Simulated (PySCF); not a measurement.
Input

```
{"job": {"kind": "nmr", "xc": "PBE0", "basis": "pcSseg-1"}, "charge": 0, "multiplicity": 1}
C      1.974076     0.044306    -0.465342
O      0.674545    -0.424878    -0.748378
C     -0.273609    -0.177204     0.254403
C     -1.548750    -0.956214    -0.086900
C     -0.617254     1.289551     0.367681
O     -0.327907     2.206835    -0.310093
F     -1.403616     1.494604     1.472587
H      2.009936     1.135656    -0.406655
H      2.596930    -0.292785    -1.290628
H      2.349171    -0.380944     0.473634
H      0.105599    -0.500123     1.241991
H     -1.914633    -0.640245    -1.060034
H     -2.311653    -0.783697     0.666742
H     -1.313511    -2.015336    -0.131174
```

Launched as:

```sh
OMP_NUM_THREADS=1 python probes_run.py task.json out
```

Geometry: GFN2-xTB.

These are results of PBE0/pcSseg-1, SCF density, gas phase, non-relativistic in PySCF 2.14.0, not measurements.

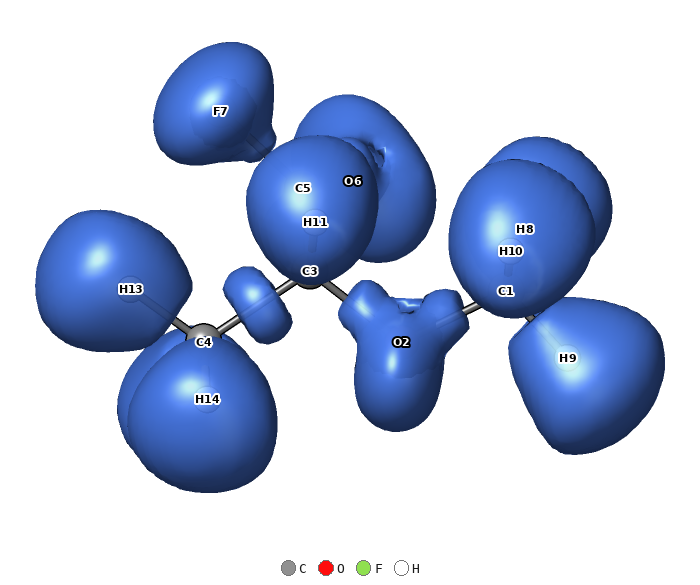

C$_{4}$H$_{7}$FO$_{2}$ (SMILES CO[C@H](C)C(=O)F). Isosurface of the ELF at 0.75 (blue), seen at an oblique angle. Only the valence region is drawn (cores and ρ < 0.01 e/Å³ removed).

Question: Describe the localisation domains.

Answer: At this value the surface marks out two regions between bonded C–C atoms (shared pairs), seven regions around hydrogen nuclei, one region on F in which the atom's valence shell and bonds are merged and two regions on O in which the atom's valence shell and bonds are merged.

Values along the shortest contacts:
C–O (1.18 Å): the ELF peaks at about 0.85 between the atoms: a short, multiple covalent bond. C–F (1.37 Å): the ELF peaks at about 0.80 between the atoms; a polar covalent bond.
